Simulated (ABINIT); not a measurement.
Band structure of Mg₃Zn (Pm-3m, 4 atoms in the cell).

```yaml
crystal:
  lattice:
    - [4.27552, 0.00000, 0.00000]
    - [0.00000, 4.27552, 0.00000]
    - [0.00000, 0.00000, 4.27552]
  atoms:
    - { symbol: Mg, position: [0.50000, 0.50000, 0.00000] }
    - { symbol: Mg, position: [0.00000, 0.50000, 0.50000] }
    - { symbol: Mg, position: [0.50000, 0.00000, 0.50000] }
    - { symbol: Zn, position: [0.00000, 0.00000, 0.00000] }
```

Computed with LDA (PW92), PAW (JTH v2.0 LDA PAW) (plane waves; ABINIT).

Settings: pseudos = [Mg.LDA_PW-JTH.xml, Zn.LDA_PW-JTH.xml]; ecut = 30 Ha; pawecutdg = 60 Ha; ixc = 7; occopt = 3; tsmear = 0.05 eV; ngkpt = 6 6 6; nshiftk = 1; shiftk = 0 0 0; potentials = JTH v2.0 LDA PAW; kptopt = 1; nstep = 80; toldfe1 = 1e-09 Ha.

The starting cell comes from a database of computed structures (which also holds hypothetical and non-ambient phases and stackings), without a prior relaxation at this level.

These are the values that this program gave, and no reference: the one-centre exchange-correlation terms come from a truncated expansion.

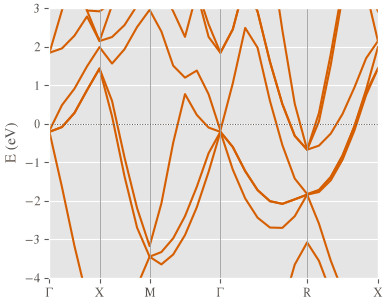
Fig. 1. Bands along the path, energies from the Fermi level.

Levels in eV from the Fermi level, bands 18 to 25:
```csv
point,18,19,20,21,22,23,24,25
Γ,-7.09,-0.21,-0.21,-0.21,-0.18,1.84,1.84,7.30
X,-5.99,-5.43,1.43,1.43,1.98,2.14,2.14,2.91
M,-4.48,-3.46,-3.46,-3.18,2.95,3.54,4.26,4.26
R,-3.09,-1.85,-1.85,-1.85,-1.83,-0.68,-0.68,-0.68
```

Bands cross the Fermi level along this path, so the cell is metallic at this level.
